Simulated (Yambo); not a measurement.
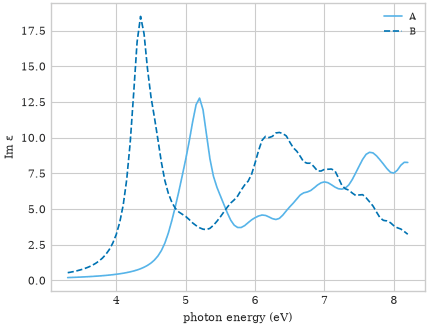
*Two computed absorption spectra of NaYS$_{2}$ (space group R-3m, No. 166) under isotropic strain of +2 % on all lattice vectors (Yambo, PBEsol bands with the same scissor, field along x)*

Axes are Cartesian, with cell vectors (Å) (2.01, 1.16, 6.71), (-2.01, 1.16, 6.71), (0.00, -2.32, 6.71).

Which curve includes the electron-hole attraction (BSE), and where are its main peaks?

Curve B: the attraction moves weight to lower energy (centre of the plotted range 5.9 eV against 6.4 eV). Its peaks lie at 4.3 eV, 6.3 eV. Settings: 6×6×6 mesh, 6 valence and 7 conduction bands, static screening with 49 bands and a 4 Ry block, scissor 1.71 eV, Tamm-Dancoff. The scissor comes from a G0W0 run whose convergence isn't established. Broadening 0.15 eV. The band window holds all transitions up to 8.2 eV. Fine structure above the onset can come from the mesh.

Geometry strained from the cell relaxed with PBEsol, atoms relaxed again; primitive cell a = 7.1034 Å, b = 7.1034 Å, c = 7.1034 Å, α = 32.83°, β = 32.83°, γ = 32.83°.
